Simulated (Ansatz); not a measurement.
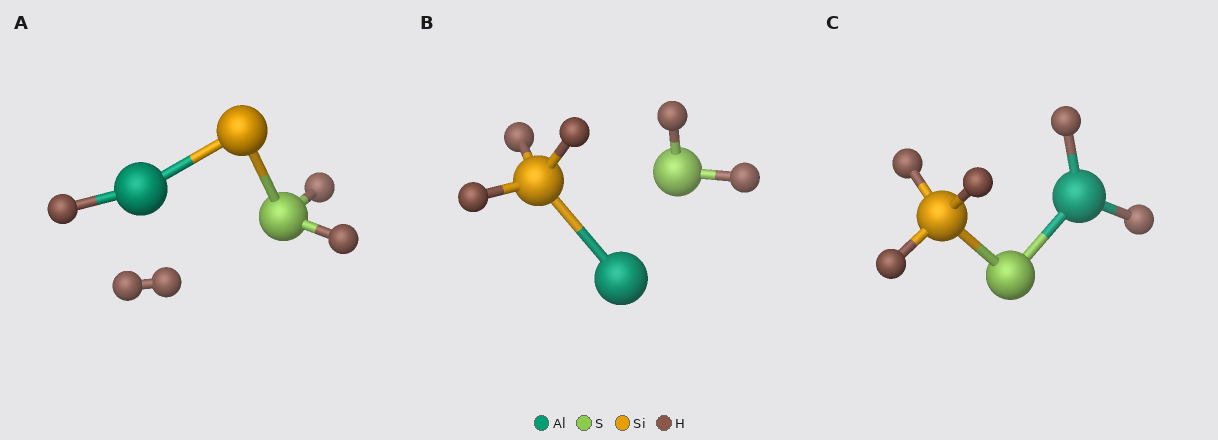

3 stationary structures of one formula. Geometries: PBE-D4/def2-SVP. Electronic energies: PBE-D4/def2-SVP (Ansatz 0.2.0), without zero-point energy. No frequency run is at hand to confirm each as a minimum. Each is one conformer, not always the lowest.

Question: Rank them by energy, lowest first.

Answer: C is lowest (Cs); B lies 51.9 kcal/mol above it (C1), A lies 102.5 kcal/mol above it.
